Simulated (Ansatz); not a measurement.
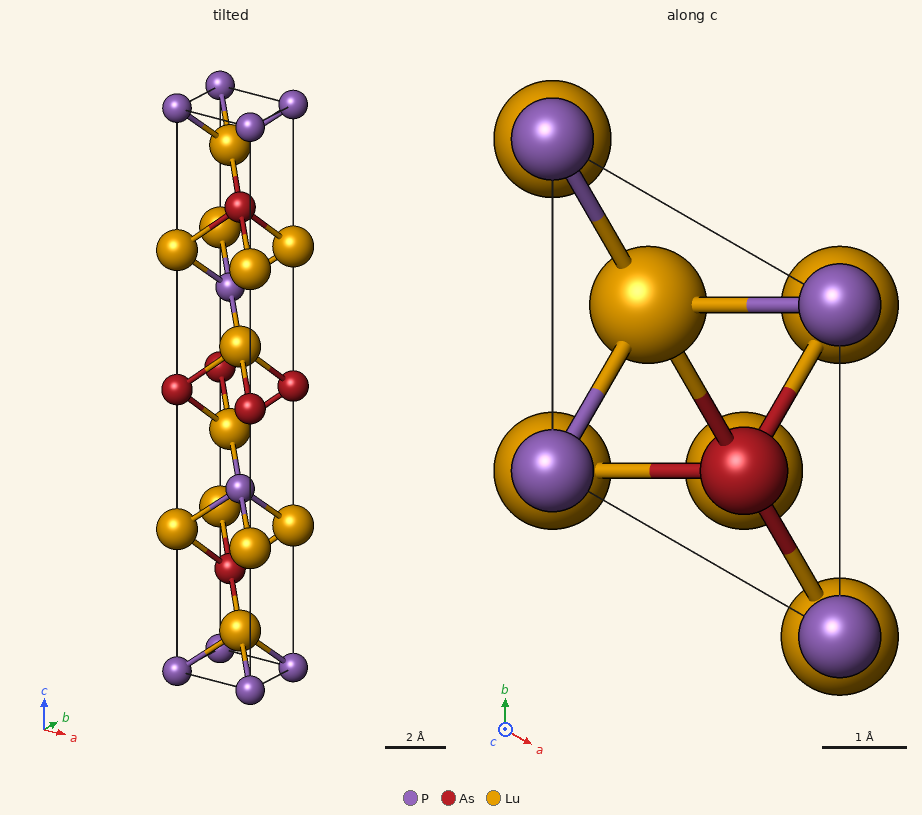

An orthographic ball-and-stick view of the structure, slightly off an axis and along the c axis. The box is the conventional unit cell; atoms on or close to its faces, edges and corners are drawn wherever they repeat.

Lu2AsP, space group R-3m (No. 166), a = 3.958 Å, b = 3.958 Å, c = 19.393 Å, α = 90.00°, β = 90.00°, γ = 120.00°. Provenance: a structure type filled with these elements by a generator (whether the compound takes this form wasn't checked). Earlier steps of the study may have refined or changed the cell and positions. Ansatz was used for an electronic-structure calculation on it.

This one geometry was computed with Ansatz (DFT, plane waves, PAW) at three levels of theory: PBE with spin-orbit coupling, PBE and r2SCAN. It was relaxed beforehand with r2SCAN.

Q: How does the band gap change with the level of theory?

A: All levels give a metal.

Q: Collect the results in a table.

A:
| level | cutoff (eV) | k-mesh of the run's cell | gap (eV) | pressure (GPa) |
| --- | --- | --- | --- | --- |
| PBE with spin-orbit coupling | 420 | 8×8×8 | metal | 0.2 |
| PBE | 420 | 8×8×8 | metal | 0.6 |
| r2SCAN | 500 | 8×8×8 | metal | 0.0 |

Gaps are taken on the k-mesh or band path of each run.
